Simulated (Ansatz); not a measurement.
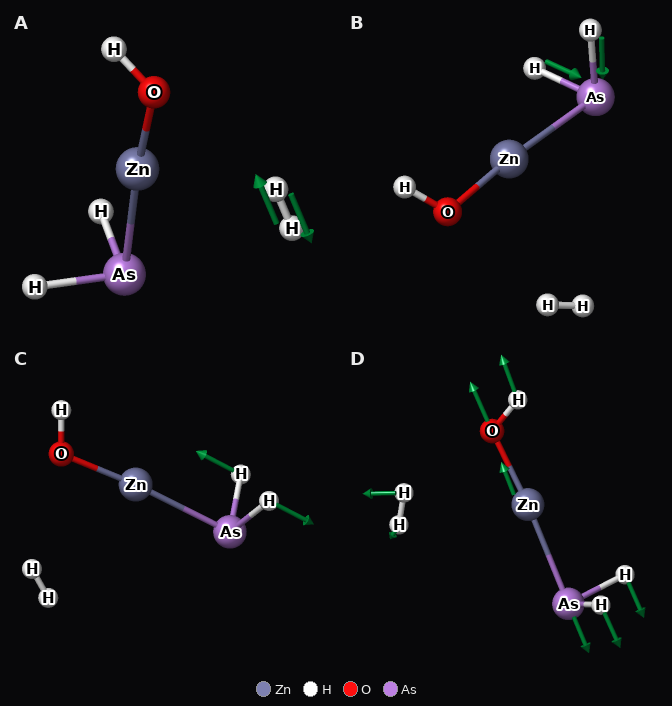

4 normal modes of one molecule or complex, as arrows. Harmonic vibrations computed with RKS PBE0-D4/def2-TZVP (Ansatz 0.2.0) at a stationary point of the same level.

Match the panels to the wavenumbers 249 cm⁻¹, 577 cm⁻¹, 2194 cm⁻¹, 4364 cm⁻¹.

A: 4364 cm⁻¹, H–H stretching
B: 2194 cm⁻¹, in-phase stretching of 2 As–H bonds
C: 577 cm⁻¹, H–As–Zn bending
D: 249 cm⁻¹, Zn–As stretching
